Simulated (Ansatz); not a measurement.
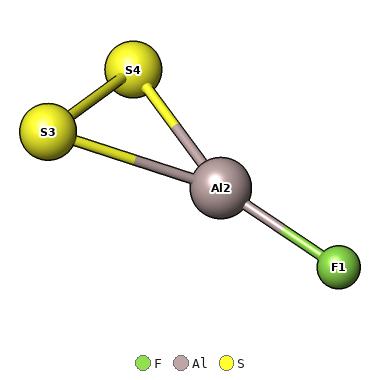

The system is AlFS₂ (SMILES [F][Al]1[S][S]1) with the probe F-; the picture shows it without the atoms that are moved over the map. The probe is moved over a plane parallel to the molecule's main plane, 2.70 Å above it. The first coordinate is: x of the probe's F atom; the second: y of the probe's F atom. Nothing is relaxed (molecule and probe rigid). Grid: 21 × 17 points; 189 points were computed and 168 follow by symmetry. Energies: kJ/mol, counted from molecule and probe far apart, each relaxed in its own basis (no counterpoise correction). Theory: RHF/def2-SVPD in Ansatz 0.2.0.

Range: x of the probe's F atom from −3.60 to 3.60 Å; y of the probe's F atom from −2.88 to 2.88 Å.

### What will the energy surface look like?

The lowest grid point is at x of the probe's F atom = 0.72 Å, y of the probe's F atom = 0.00 Å [nearest 1 Al at 2.71 Å], −157 kJ/mol from molecule and probe far apart, each relaxed in its own basis (no counterpoise correction). No other kind of well shows on this grid. The highest grid point, x of the probe's F atom = −2.16 Å, y of the probe's F atom = −1.44 Å [nearest 1 S at 2.85 Å], lies 164 kJ/mol above the lowest. Near the minimum the curvatures are about 0.84 and 1.3 eV/Å² along the soft and the stiff direction.

```
y of the probe's F atom ↓, x of the probe's F atom →  −3.60  −2.88  −2.16  −1.44  −0.72  0.00  0.72  1.44  2.16  2.88  3.60
                                                2.88      4      1     −3    −11    −22   −34   −42   −42   −36   −26   −19
                                                2.16      5      4      2     −5    −24   −48   −64   −63   −49   −33   −21
                                                1.44      7      7      7      1    −28   −73   −98   −90   −63   −38   −23
                                                0.72      7      7      5     −6    −47  −107  −138  −117   −74   −41   −23
                                                0.00      7      6      2    −13    −60  −126  −157  −129   −77   −41   −22
                                               −0.72      7      7      5     −6    −47  −107  −138  −117   −74   −41   −23
                                               −1.44      7      7      7      1    −28   −73   −98   −90   −63   −38   −23
                                               −2.16      5      4      2     −5    −24   −48   −64   −63   −49   −33   −21
                                               −2.88      4      1     −3    −11    −22   −34   −42   −42   −36   −26   −19
```

The table holds every second grid line.

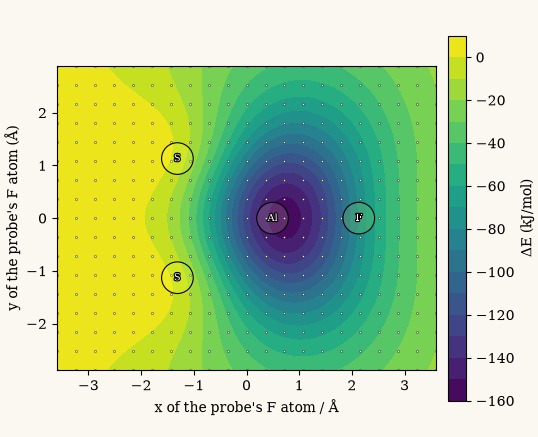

In the figure: filled contours, dots at the grid points, labelled circles for the molecule's atoms, projected on the plane. Between grid points the surface is interpolated.

Time for the 189 points that were run: 12 min on 1 thread of Arm Neoverse V2, with other jobs on the host.
